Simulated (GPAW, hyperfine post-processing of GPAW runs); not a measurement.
## 25Mg NMR of paramagnetic K2MgFe2O4

How far does Fe shift the 25Mg, 39K and 17O resonances of K2MgFe2O4 at 320 K?

Calculated with GPAW 26.7.0; DFT, revPBE+U, plane-wave PAW, GPAW setups, collinear spin, scalar-relativistic.

### Step 1. Set-up

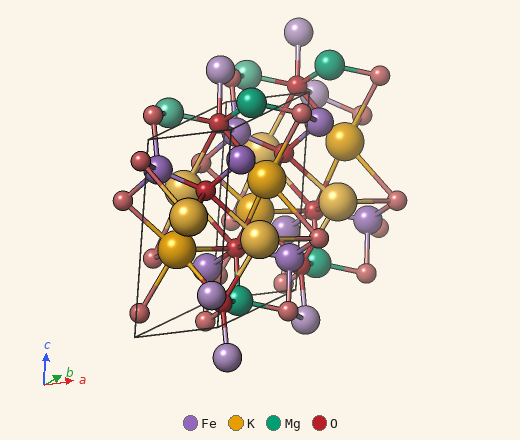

Start, viewed slightly off an axis; iron purple, potassium orange, magnesium teal, oxygen red. 1×2×1 cells are drawn. Some periodic images of atoms are drawn too.

As a file:

```cif
data_structure
_symmetry_space_group_name_H-M 'P 1'
_symmetry_Int_Tables_number 1
_cell_length_a 3.3416
_cell_length_b 5.8740
_cell_length_c 7.6175
_cell_angle_alpha 79.370
_cell_angle_beta 77.748
_cell_angle_gamma 74.845
_cell_volume 139.71
loop_
_atom_site_label
_atom_site_type_symbol
_atom_site_fract_x
_atom_site_fract_y
_atom_site_fract_z
_atom_site_occupancy
Fe1 Fe 0.98592 0.90799 0.17943 1
Fe2 Fe 0.02640 0.12853 0.82138 1
K3 K 0.81636 0.71571 0.62103 1
K4 K 0.16641 0.29695 0.37900 1
Mg5 Mg 0.68846 0.58428 0.04012 1
O6 O 0.81988 0.23843 0.08614 1
O7 O 0.56709 0.19135 0.67669 1
O8 O 0.49481 0.72151 0.28732 1
O9 O 0.16466 0.74180 0.93233 1
```

The cell is a computed entry of the Materials Project; it need not be the form that is stable at ambient conditions. The atoms stand as given; the largest force on them is 0.19 eV/Å.

### Step 2. All moments parallel

With all Fe moments parallel, the spin density at each nucleus is that of the fully magnetised paramagnet. A Hubbard U holds the open shell closer to the ion than the plain functional does, which changes how much spin reaches the ligands. GPAW's U acts on normalised projectors, so its value can't be carried over from other programs one to one.

scf.py

```python
import json
from ase import Atoms
from ase.parallel import parprint
from gpaw import GPAW, PW, FermiDirac, MixerDif

atoms = Atoms(['Fe', 'Fe', 'K', 'K', 'Mg', 'O', 'O', 'O', 'O'],
              cell=[[3.341569, 0.0, 0.0], [1.535641, 5.669699, 0.0], [1.616578, 1.017895, 7.374101]],
              scaled_positions=[[0.985923, 0.907993, 0.179433], [0.026404, 0.128534, 0.821377], [0.81636, 0.715715, 0.621032], [0.166409, 0.296947, 0.378996], [0.688461, 0.584279, 0.040116], [0.819882, 0.238431, 0.086144], [0.56709, 0.191354, 0.676686], [0.494811, 0.721506, 0.287322], [0.16466, 0.741803, 0.932332]],
              magmoms=[4.0, 4.0, 0.0, 0.0, 0.0, 0.0, 0.0, 0.0, 0.0], pbc=True)
atoms.calc = GPAW(mode=PW(500), xc='revPBE', kpts={'size': (6, 4, 3), 'gamma': True}, spinpol=True, setups={'Fe': ':d,4'},
                  occupations=FermiDirac(0.02, fixmagmom=True), mixer=MixerDif(0.12, 6, 30),
                  convergence={'density': 1e-5}, maxiter=150, symmetry={'tolerance': 1e-4},
                  legacy_gpaw=True, txt='scf.txt')
parprint('energy', atoms.get_potential_energy())
parprint('moment', atoms.get_magnetic_moment())
parprint('moments', json.dumps(atoms.get_magnetic_moments().round(4).tolist()))
parprint('fermi', json.dumps(list(map(float, atoms.calc.get_fermi_levels()))))
levels = [[e - f for k in range(len(atoms.calc.get_ibz_k_points())) for e in atoms.calc.get_eigenvalues(k, s)] for s, f in enumerate(atoms.calc.get_fermi_levels())]
parprint('gap', min(min(e for e in x if e > 0) + f for x, f in zip(levels, atoms.calc.get_fermi_levels())) - max(max(e for e in x if e <= 0) + f for x, f in zip(levels, atoms.calc.get_fermi_levels())))
parprint('positions', json.dumps(atoms.get_scaled_positions(wrap=False).round(6).tolist()))
parprint('forces', json.dumps(atoms.get_forces().round(4).tolist()))
atoms.calc.write('gs.gpw')
```

A second script reads the saved density on one core and turns GPAW's hyperfine parameters into fields at the nuclei:

contact.py

```python
import numpy as np
from ase.units import _e, _hplanck
from gpaw import GPAW
from gpaw.hyperfine import hyperfine_parameters

calc = GPAW('gs.gpw', legacy_gpaw=True, txt=None)
tesla = _e / _hplanck / 7.6225932e6 / 2  # eV per unit g_N to the field at the nucleus
valence = hyperfine_parameters(calc, exclude_core=True)
try:
    full = hyperfine_parameters(calc)
except AssertionError:
    full = valence
    print('the core solver failed')
print('atom     contact field (T): all, valence')
for a, s in enumerate(calc.get_atoms().symbols):
    print(f'{a + 1:3d} {s:2s} {np.trace(full[a]) / 3 * tesla:11.5f} {np.trace(valence[a]) / 3 * tesla:11.5f}')
```

Launch:

```
$ OMP_NUM_THREADS=1 mpirun -n 4 gpaw python scf.py > gpaw.log
$ python contact.py
```

Numbers of over 12 decimals in the logs are rounded to 6 here.

The program printed:

```text
[a pick of lines from scf.txt and the scripts' output, long numbers rounded; set-up, eigenvalues, and the printed gap, site moments, positions and forces are left out]
Symmetries present (total): 1
72 k-points: 6 x 4 x 3 Monkhorst-Pack grid + [1/12,1/8,0.000000]
38 k-points in the irreducible part of the Brillouin zone
  Cutoff energy: 500.000 eV
Occupation numbers: Fixed magnetic moment: 8.000
  width: 0.0200  # eV
XC parameters: revPBE with 2 nearest neighbor stencil
Number of bands in calculation: 50
Number of valence electrons: 68
iter:   1 02:46:17   -52.594038                   +8.0308
iter:   2 02:46:22   -49.500049   -0.48  -1.00    +8.0092
iter:   3 02:46:27   -48.174211   -0.49  -1.14    +8.0025
[... 122 further iterations ...]
iter: 126 02:56:10   -49.269330c  -7.03  -4.36    +8.0000
iter: 127 02:56:14   -49.269340c  -6.84  -4.65    +8.0000
iter: 128 02:56:19   -49.269341c  -7.46c -5.21c   +8.0000
Converged after 128 iterations.
Total magnetic moment: (0.000000, 0.000000, 8.000000)
Local magnetic moments:
Free energy:    -49.269341
Extrapolated:   -49.269341
Fermi levels: 4.93779, 5.49136
energy -49.269341
moment 8.000000
fermi [4.937788, 5.491361]
atom     contact field (T): all, valence
  1 Fe   -11.99858    32.27653
  2 Fe   -17.28042    28.45262
  3 K      0.58648     0.59855
  4 K      1.20626     1.22706
  5 Mg     0.88636     0.87629
  6 O      3.66427     4.98248
  7 O      4.53550     6.05452
  8 O      4.50541     5.52190
  9 O      5.26471     6.26770
```

Run time: 10 min. Hardware: 4 MPI ranks of Arm Neoverse V1, shared host; 41 min of CPU time.

The cell holds 8.00 μB on 2 Fe, so S = 2.00. The total moment is held at that value. The contact field is B = (2μ₀/3) μB ρ_s, 7.769 T for 1 e/Å³, and A_iso = γB/(2πS) sums over all ions. The valence part leaves out the polarisation of the frozen cores, which GPAW adds afterwards by solving for the core states in the spin-dependent potential:

| site | atom | atoms in cell | links to Fe | field (T) | valence part (T) | A_iso (MHz) |
| --- | --- | --- | --- | --- | --- | --- |
| Mg | 5 | 1 | 6 Fe through links of 82 to 84° (4), 104° (1), 119 to 122° (2) and 167° (1) | 0.886 | 0.876 | -1.16 |
| K(1) | 3 | 1 | 10 Fe through links of 74 to 82° (6), 88° (2), 123 to 126° (2) and 135 to 140° (4) | 0.586 | 0.599 | 0.583 |
| K(2) | 4 | 1 | 10 Fe through links of 67 to 160° (14) | 1.21 | 1.23 | 1.20 |
| O(1) | 6 | 1 | bonded to 2 Fe at 1.92 to 2.15 Å | 3.66 | 4.98 | -10.6 |
| O(2) | 7 | 1 | bonded to 2 Fe at 1.99 Å | 4.54 | 6.05 | -13.1 |
| O(3) | 8 | 1 | bonded to 2 Fe at 2.01 to 2.15 Å | 4.51 | 5.52 | -13.0 |
| O(4) | 9 | 1 | bonded to 2 Fe at 2.18 to 2.24 Å | 5.26 | 6.27 | -15.2 |

### Step 3. One ion reversed at a time

Above the ordering point the moments are not free: their couplings set the Weiss constant, which scales every shift. Reversing one ion measures these couplings, and shows at once how much of each shift that ion sends.

scf.py: that of step 2 with these lines changed.

```diff
@@ -8,3 +8,3 @@
               scaled_positions=[[0.985923, 0.907993, 0.179433], [0.026404, 0.128534, 0.821377], [0.81636, 0.715715, 0.621032], [0.166409, 0.296947, 0.378996], [0.688461, 0.584279, 0.040116], [0.819882, 0.238431, 0.086144], [0.56709, 0.191354, 0.676686], [0.494811, 0.721506, 0.287322], [0.16466, 0.741803, 0.932332]],
-              magmoms=[4.0, 4.0, 0.0, 0.0, 0.0, 0.0, 0.0, 0.0, 0.0], pbc=True)
+              magmoms=[-4.0, 4.0, 0.0, 0.0, 0.0, 0.0, 0.0, 0.0, 0.0], pbc=True)
 atoms.calc = GPAW(mode=PW(500), xc='revPBE', kpts={'size': (6, 4, 3), 'gamma': True}, spinpol=True, setups={'Fe': ':d,4'},
```

The program printed:

```text
[a pick of lines from scf.txt and the scripts' output, long numbers rounded; set-up, eigenvalues, and the printed gap, site moments, positions and forces are left out]
Symmetries present (total): 1
72 k-points: 6 x 4 x 3 Monkhorst-Pack grid + [1/12,1/8,0.000000]
38 k-points in the irreducible part of the Brillouin zone
  Cutoff energy: 500.000 eV
Occupation numbers: Fixed magnetic moment: 0.000
  width: 0.0200  # eV
XC parameters: revPBE with 2 nearest neighbor stencil
Number of bands in calculation: 45
Number of valence electrons: 68
iter:   1 02:56:35   -52.227642                   -0.0000
iter:   2 02:56:39   -49.117671   -0.46  -1.00    -0.0000
iter:   3 02:56:44   -47.843798   -0.41  -1.13    -0.0000
[... 121 further iterations ...]
iter: 125 03:05:26   -49.247836c  -7.84c -4.61    +0.0000
iter: 126 03:05:30   -49.247843c  -6.90  -4.71    +0.0000
iter: 127 03:05:34   -49.247843c  -7.45c -5.28c   +0.0000
Converged after 127 iterations.
Total magnetic moment: (0.000000, 0.000000, 0.000000)
Local magnetic moments:
Free energy:    -49.247843
Extrapolated:   -49.247843
Fermi levels: 5.38079, 5.44731
energy -49.247843
moment 3.754236505004727e-12
fermi [5.380792, 5.447313]
atom     contact field (T): all, valence
  1 Fe    11.20706   -33.10825
  2 Fe   -16.07365    29.29167
  3 K     -0.62424    -0.62954
[...]
8 O     -4.47529    -5.49127
  9 O     -0.38968    -0.71462
```

It took 9.2 min on 4 MPI ranks; 37 min of CPU time.

The parallel state has -49.2693 eV at zero smearing. Each flip reverses one ion with all its periodic images. It gives an energy and, by half the change of the contact field, the share of that set of ions in each shift at 320 K (ppm; atoms of one site can get unlike shares):

| atom reversed | energy (eV) | change (meV) | Mg | K(1) | K(2) | O(1) | O(2) | O(3) | O(4) |
| --- | --- | --- | --- | --- | --- | --- | --- | --- | --- |
| Fe1 | -49.2478 | 21.5 | 1870 | 2540 | 1760 | 6610 | 757 | 18900 | 11900 |
| Fe2 | -49.2478 | 21.5 | 1850 | -80 | 3300 | 8770 | 18300 | 62 | 10200 |

In mean-field theory Θ = ΔE (S + 1) / (6 S k_B), as a plain mean over the flips, not weighted by how often each ion occurs: Θ = 62 K. Couplings between an ion and its own images are missing, and in this cell images lie no farther than 1.2 times the shortest distance between magnetic ions, so couplings that may matter are lost and this Θ is not relied on. Θ = 0 is used for the shifts.

### Step 4. Other levels of theory

Spin transfer to the ligands hangs on how far the functional delocalises the open shell, so other levels show how much the fields depend on it.

Contact fields (T) with all moments parallel; times on 4 MPI ranks of Arm Neoverse V1, shared host. The cutoff is 500 eV where none is named; the moment is held in each run.

| level | moment (μB) | time | Mg | K(1) | K(2) | O(1) | O(2) | O(3) |
| --- | --- | --- | --- | --- | --- | --- | --- | --- |
| revPBE +U Fe 4 eV | 8.00 | 10 min | 0.886 | 0.586 | 1.21 | 3.66 | 4.54 | 4.51 |
| revPBE +U Fe 2 eV | 8.00 | 5.6 min | 1.02 | 0.516 | 1.46 | 3.79 | 4.96 | 4.78 |
| LDA +U Fe 4 eV | 8.00 | 9.5 min | 0.983 | 0.354 | 1.12 | 3.04 | 3.91 | 3.99 |
| revPBE +U Fe 4 eV, 650 eV | 8.00 | 17 min | 0.874 | 0.574 | 1.19 | 3.60 | 4.47 | 4.45 |

Not finished: revPBE (not converged after 12 min) and revPBE+U (not converged after 13 min).

### Step 5. From fields to shifts

The shift is δ = B · g μB (S + 1) / (3 k_B (T − Θ)) with g = 2; at 320 K and Θ = 0 K one tesla gives 4198 ppm. The anisotropy is a sum over point dipoles on the Fe ions, scaled alike; on atoms bound to Fe, spin in their own p shell adds an anisotropy that this leaves out.

| site | nucleus | δ_iso (ppm) | with the calculated Θ | reduced anisotropy (ppm) | asymmetry |
| --- | --- | --- | --- | --- | --- |
| Mg | 25Mg | 3720 | 4620 | 2340 | 0.66 |
| K(1) | 39K | 2460 | 3060 | -900 | 0.31 |
| K(2) | 39K | 5060 | 6290 | -869 | 0.83 |
| O(1) | 17O | 15400 | 19100 | -2860 | 0.96 |
| O(2) | 17O | 19000 | 23700 | -4240 | 0.94 |
| O(3) | 17O | 18900 | 23500 | -3390 | 0.77 |
| O(4) | 17O | 22100 | 27500 | 2570 | 0.72 |

The reduced anisotropy is δ_zz − δ_iso, with zz the principal value farthest from δ_iso. The Weiss constant adds its own doubt: exchange couplings from semilocal functionals with a U can miss even their sign, and a Θ lower by 100 K would lower every shift by 24 %.

25Mg MAS at 9.4 T (24.5 MHz), 40 kHz, 320 K; contact and dipolar shift alone, no orbital or quadrupolar part; lines under 1.5 % of the strongest are left out. Lines of the NMR spectrum (strongest = 100):

| position (ppm) | label | intensity |
| --- | --- | --- |
| 458.2 | Mg -2 | 2.4 |
| 2089.7 | Mg -1 | 19 |
| 3721.1 | Mg centre | 100 |
| 5352.6 | Mg +1 | 16 |
| 6984.0 | Mg +2 | 4.0 |

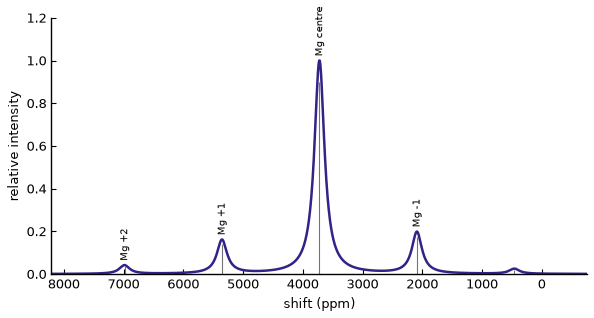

The NMR spectrum, broadened with Lorentzians of width 204 ppm; bars mark the lines.

### Step 6. Summary of results

```
spin of Fe                                   : 2.00
Weiss constant, mean field (rough, not used) : 62 K
25Mg contact shift at 320 K, Θ = 0 K         : 3720 ppm
39K contact shift at 320 K, Θ = 0 K          : 2460, 5060 ppm
17O contact shift at 320 K, Θ = 0 K          : 15400, 19000, 18900, 22100 ppm
```

At 320 K the Fe moments shift 25Mg on Mg by 3720 ppm, 39K on K(1) by 2460 ppm, 39K on K(2) by 5060 ppm, 17O on O(1) by 15400 ppm, 17O on O(2) by 19000 ppm and 17O on O(3) by 18900 ppm, scaled with a pure Curie law. No measured Weiss constant is at hand, and the one from single flips is too rough to scale with, so the shifts are given for a pure Curie law; each 30 K of Θ would move them by about 9 %. The calculated Θ of 62 K would multiply them by 1.24. Over the levels shown, the field at Mg runs from 0.874 T (revPBE +U Fe 4 eV, 650 eV) to 1.02 T (revPBE +U Fe 2 eV). All this holds only well above the ordering temperature and the strongest exchange, neither of which is computed. The orbital (chemical) shift and the pseudocontact shift from g anisotropy are not included. The moment is taken as spin only; Fe in this state can carry an orbital part, which raises the real effective moment. GPAW's core response is not screened by the valence electrons and can be too large by up to a factor of two, so sites where total and valence fields differ much are unsure by that part. For anions bound to the magnetic ion the point-dipole anisotropy lacks the spin in their own p orbitals, and their lines are broad and relax fast. On O(1) and O(2) total and valence fields differ by over a quarter of the total (by up to 0.36 times the total); that core part hangs on the functional and on the program's treatment of the cores, and where it exceeds the total neither size nor sign of the shift is settled. The dipole sum is for a spherical crystallite; bulk susceptibility, which broadens real lines, and quadrupolar couplings are left out.

[Logs are printed without paths, hosts, clocks, repeated set-up lines and the standing remarks that a program may print on its own settings, such as how far it seeks lower states.]

[Hosts, paths, dates, database ids (printed as entryN), source tags and the programs' standing remarks are cut or masked in the printed files.]
